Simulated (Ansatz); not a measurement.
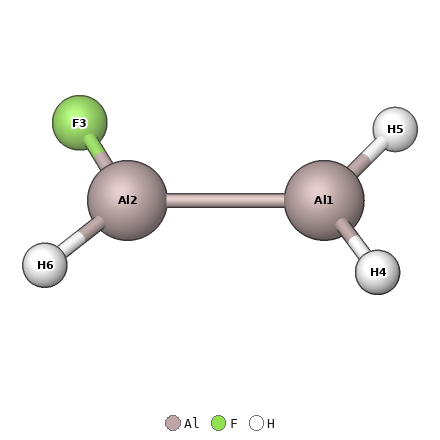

The system is Al₂FH₃, SMILES [F][AlH][AlH2]; the picture shows the reference structure. First axis: angle H4–Al1–Al2. Second axis: dihedral H4–Al1–Al2–F3. Nothing is relaxed (all other coordinates rigid). The scan uses a 15 × 15 grid; 120 points were computed and 105 follow by symmetry. Points are written as (first, second). Energies: eV, counted from the lowest grid point. The calculation used RKS PBE0-D4/def2-TZVP in Ansatz.

Its coordinates:

```xyz
6

Al   -0.9293    0.2531   -0.9988
Al    0.8367   -0.3468    0.8218
F     1.1491    0.8111    1.9671
H    -1.3015   -0.7905   -2.1432
H    -1.6725    1.6591   -1.0149
H     1.6761   -1.6848    1.0013
```

Range: angle H4–Al1–Al2 from 95.6 to 145.6°; dihedral H4–Al1–Al2–F3 from −180 to 156°.

Question: Predict the map.

Answer: The lowest grid point is at (120.6°, −84°); the map holds 2 wells of about this depth. It is the only kind of minimum in the scanned range. The highest grid point, (145.6°, −180°), lies 0.360 eV above the lowest. On the interpolated surface the easiest way out of the lowest well to a well of about the same depth near (120.6°, 84°) passes a barrier of about 0.037 eV. Round the minimum the two coordinates are nearly uncoupled.

| dihedral H4–Al1–Al2–F3 ↓, angle H4–Al1–Al2 → | 95.6 | 99.2 | 102.8 | 106.3 | 109.9 | 113.5 | 117.1 | 120.6 | 124.2 | 127.8 | 131.3 | 134.9 | 138.5 | 142.1 | 145.6 |
| --- | --- | --- | --- | --- | --- | --- | --- | --- | --- | --- | --- | --- | --- | --- | --- |
| 156 | 0.348 | 0.263 | 0.192 | 0.135 | 0.089 | 0.057 | 0.037 | 0.031 | 0.037 | 0.056 | 0.088 | 0.134 | 0.193 | 0.266 | 0.351 |
| 132 | 0.334 | 0.249 | 0.178 | 0.121 | 0.076 | 0.043 | 0.023 | 0.016 | 0.022 | 0.040 | 0.071 | 0.116 | 0.174 | 0.246 | 0.329 |
| 108 | 0.321 | 0.237 | 0.166 | 0.109 | 0.064 | 0.031 | 0.010 | 0.003 | 0.008 | 0.026 | 0.056 | 0.100 | 0.157 | 0.227 | 0.309 |
| 84 | 0.318 | 0.234 | 0.164 | 0.107 | 0.061 | 0.028 | 0.008 | 0.000 | 0.005 | 0.022 | 0.052 | 0.095 | 0.152 | 0.222 | 0.303 |
| 60 | 0.328 | 0.244 | 0.173 | 0.116 | 0.071 | 0.037 | 0.017 | 0.009 | 0.014 | 0.031 | 0.061 | 0.104 | 0.161 | 0.231 | 0.313 |
| 36 | 0.345 | 0.261 | 0.189 | 0.132 | 0.086 | 0.053 | 0.032 | 0.024 | 0.029 | 0.047 | 0.077 | 0.121 | 0.178 | 0.249 | 0.332 |
| 12 | 0.358 | 0.273 | 0.201 | 0.144 | 0.098 | 0.064 | 0.043 | 0.036 | 0.041 | 0.059 | 0.089 | 0.133 | 0.191 | 0.263 | 0.346 |
| −12 | 0.358 | 0.273 | 0.201 | 0.144 | 0.098 | 0.064 | 0.043 | 0.036 | 0.041 | 0.059 | 0.089 | 0.133 | 0.191 | 0.263 | 0.346 |
| −36 | 0.345 | 0.261 | 0.189 | 0.132 | 0.086 | 0.053 | 0.032 | 0.024 | 0.029 | 0.047 | 0.077 | 0.121 | 0.178 | 0.249 | 0.332 |
| −60 | 0.328 | 0.244 | 0.173 | 0.116 | 0.071 | 0.037 | 0.017 | 0.009 | 0.014 | 0.031 | 0.061 | 0.104 | 0.161 | 0.231 | 0.313 |
| −84 | 0.318 | 0.234 | 0.164 | 0.107 | 0.061 | 0.028 | 0.008 | 0.000 | 0.005 | 0.022 | 0.052 | 0.095 | 0.152 | 0.222 | 0.303 |
| −108 | 0.321 | 0.237 | 0.166 | 0.109 | 0.064 | 0.031 | 0.010 | 0.003 | 0.008 | 0.026 | 0.056 | 0.100 | 0.157 | 0.227 | 0.309 |
| −132 | 0.334 | 0.249 | 0.178 | 0.121 | 0.076 | 0.043 | 0.023 | 0.016 | 0.022 | 0.040 | 0.071 | 0.116 | 0.174 | 0.246 | 0.329 |
| −156 | 0.348 | 0.263 | 0.192 | 0.135 | 0.089 | 0.057 | 0.037 | 0.031 | 0.037 | 0.056 | 0.088 | 0.134 | 0.193 | 0.266 | 0.351 |
| −180 | 0.354 | 0.269 | 0.197 | 0.141 | 0.095 | 0.062 | 0.043 | 0.037 | 0.043 | 0.063 | 0.095 | 0.141 | 0.201 | 0.275 | 0.360 |

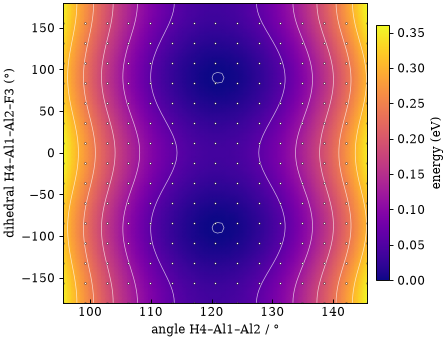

Drawn: a smooth colour map with a few white contour lines, dots at the grid points. Between grid points the surface is interpolated.

Each point was launched as `ansatz run input.yaml --threads 1 --pin off --max-ram 2560MiB --backend cpu --events-out ev --progress --plain --runs-dir out`. Time for the 120 points that were run: 11 min on 1 thread of Arm Neoverse N1 (shared host).
